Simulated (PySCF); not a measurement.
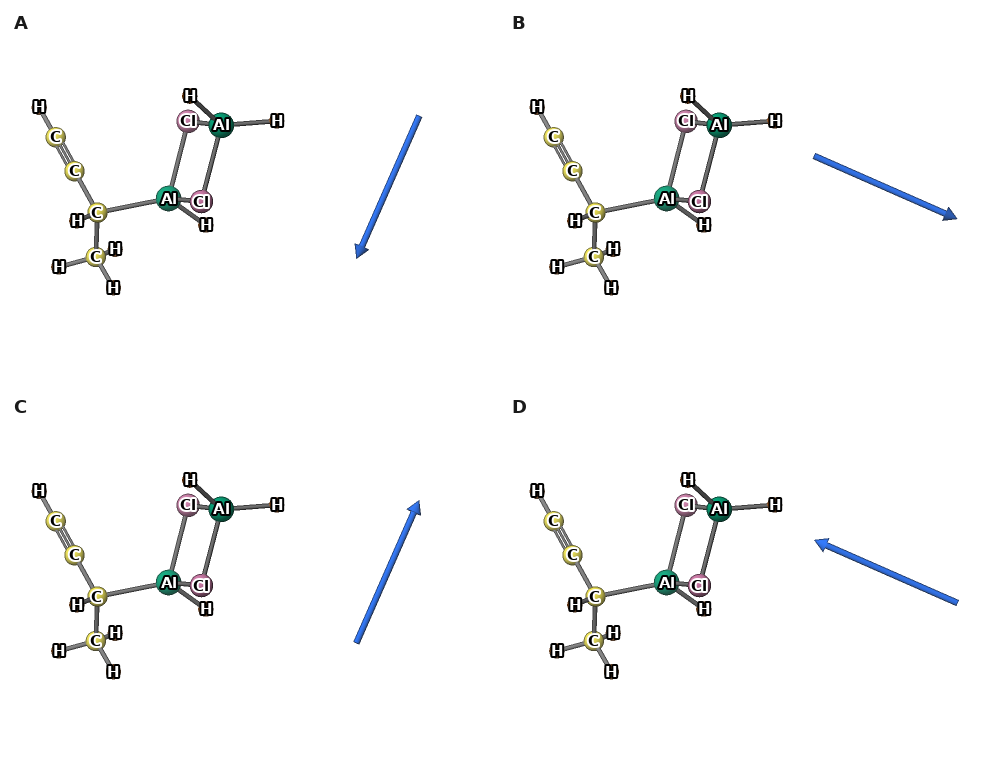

The same molecule four times, each with an arrow. The geometry was computed by an optimisation with GFN2-xTB. No frequency run is at hand to confirm it as a minimum. Properties computed with CAM-B3LYP/def2-SVPD, gas phase (PySCF 2.14.0).

Which arrow points along the dipole moment, from the negative to the positive end?

A. The dipole moment is 0.89 D.

The geometry is semi-empirical. Around Al such bond lengths and angles can be off by a tenth of an ångström or more and by several degrees, and values that hang on the shape move with them.
